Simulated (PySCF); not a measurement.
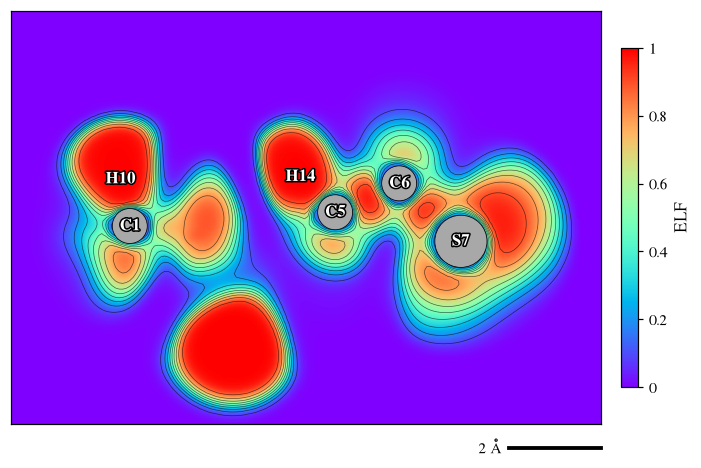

*C$_{3}$H$_{10}$OS$_{2}$Si (SMILES CO[SiH2]SCCS). Electron localisation function on the plane of atoms C5, C6 and S7. Grey discs cover the atomic cores.*

Geometry: GFN2-xTB.

The calculation used PBE0/pcSseg-1, SCF density, gas phase, non-relativistic (PySCF).

```xyz
17

C     3.1814    0.0974    0.6391
O     1.8365    0.3647    0.3707
Si    1.1119    0.4855   -1.0690
S    -0.9068    0.9526   -0.5747
C    -1.2347   -0.3225    0.7095
C    -2.6598   -0.2270    1.2105
S    -3.8751   -0.7911   -0.0286
H     3.8257    0.8307    0.1506
H     3.4533   -0.8988    0.2841
H     3.3245    0.1513    1.7184
H     1.1570   -0.7878   -1.7837
H     1.5879    1.5955   -1.8758
H    -1.0452   -1.3017    0.2700
H    -0.5367   -0.1422    1.5270
H    -2.8018   -0.8829    2.0701
H    -2.9083    0.7972    1.4874
H    -3.5168    0.0909   -0.9559
```

Describe what can be read from this map.

- The section cuts through C, S and H sites.
- C–C (1.51 Å): the ELF peaks at about 0.95 between the atoms; a covalent bond.
- C–S (1.82 Å): the ELF peaks at about 0.90 between the atoms (localised, covalent bonding).
- C–H (1.09 Å): the ELF climbs to about 1 towards the hydrogen, as it does in any bond to H: a covalent bond by its length.
- The ELF also peaks beside O2 and S7, away from the bonds: lone-pair regions.
